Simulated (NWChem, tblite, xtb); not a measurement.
# How methods differ on C2H9AsSi (SMILES CC[AsH][SiH3])

C2H9AsSi has 13 atoms, charge 0, and is taken as a singlet. SMILES: `CC[AsH][SiH3]`. The shape is that of a PBE0-D4/def2-TZVP optimisation. This is one conformer, not always the lowest.

```xyz
13

C    -0.3271    2.1917   -0.1952
C    -0.3474    0.7637    0.3191
As    1.2272   -0.2604   -0.3339
Si    0.4353   -2.3983    0.2732
H    -1.1686    2.7637    0.2061
H    -0.3968    2.2224   -1.2853
H     0.5931    2.7067    0.0912
H    -0.2865    0.7425    1.4102
H    -1.2668    0.2519    0.0313
H     0.7246   -0.4215   -1.7655
H     1.2602   -3.4417   -0.3909
H    -0.9937   -2.6019   -0.0926
H     0.5667   -2.5536    1.7471
```

Each level gives the dipole moment (D). The values are calculated.

| level | kind | program | value (D) | CPU time |
| --- | --- | --- | --- | --- |
| IPEA1-xTB | semi-empirical | tblite | 1.70 | under 2 s |
| GFN2-xTB | semi-empirical | tblite | 1.26 | under 2 s |
| GFN1-xTB | semi-empirical | tblite | 1.33 | under 2 s |
| GFN0-xTB | semi-empirical | xtb | 1.12 | under 2 s |
| HF/STO-3G | Hartree–Fock | NWChem | 0.98 | 5.9 s |
| HF/3-21G | Hartree–Fock | NWChem | 1.17 | 6.8 s |
| HF/def2-SVP | Hartree–Fock | NWChem | 1.15 | 28 s |
| B3LYP/6-31G* (Cartesian functions) | global hybrid | NWChem | 1.25 | 43 s |
| PBE0/def2-SVP | global hybrid | NWChem | 1.16 | 29 s |

All-electron rows without a relativistic Hamiltonian named are non-relativistic. The values span 0.98 to 1.70 D. Magnitudes only. Sets without polarisation functions give poor dipoles. Without the sets that lack polarisation functions the rows with a basis span only 1.15 to 1.25 D. CPU times are rough (shared hosts, several kinds of processor and program).

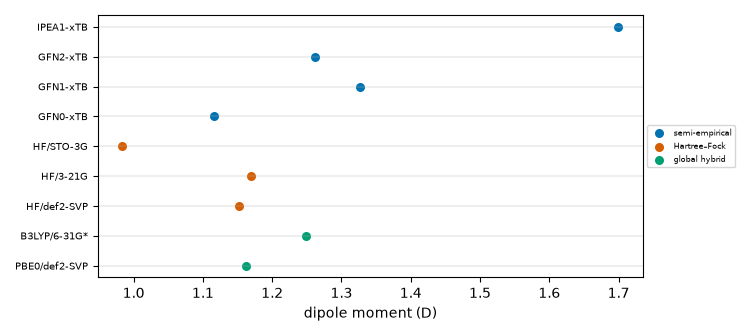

The values of the table, level by level.
